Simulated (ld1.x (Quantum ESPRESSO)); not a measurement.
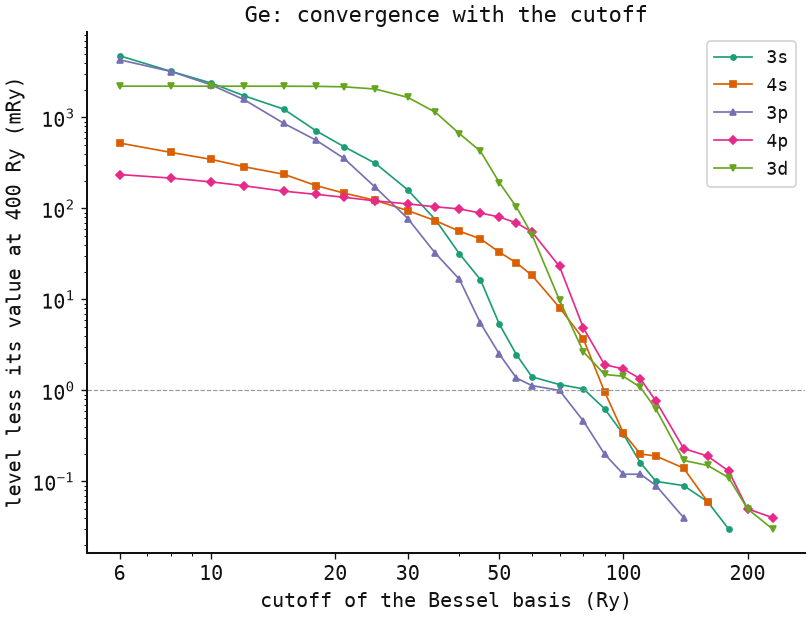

The pseudo-atom Hamiltonian at the reference potential is diagonalised in spherical Bessel functions (20 bohr box) up to the cutoff. Curves: distance of each valence level from its value at 400 Ry.

```
Element                 : Ge
Generator               : ld1.x (Quantum ESPRESSO) 7.5
Type                    : PAW
Functional              : PBE
Relativity              : scalar-relativistic
Frozen core             : [Ne]
Valence charge          : 22
Reference configuration : 3s2 3p6 3d10 4s2 4p2
Partial waves           : 3s (bound): rcutus 1.00 bohr; 4s (bound): rcutus 1.00 bohr; 3p (bound): rcutus 1.25 bohr; 4p (bound): rcutus 1.25 bohr; 3d (bound): rcutus 1.15 bohr; 3d channel at -1.6 Ry: rcutus 1.15 bohr
Local potential         : all-electron potential smoothed inside 1.25 bohr (lloc = -1)
Core correction         : Bessel-smoothed model core, default radius (core density twice the valence density)
Augmentation charge     : BESSEL, radius 0.85 bohr
```

### At which cutoff does each level come within 1 mRy for good?

3s: 90 Ry; 4s: 90 Ry; 3p: 80 Ry; 4p: 120 Ry; 3d: 120 Ry.

### From which cutoff is the occupation-weighted sum of levels good to 10 mRy, and to 1 mRy?

120 Ry and 200 Ry, on the ladder of cutoffs that was run.
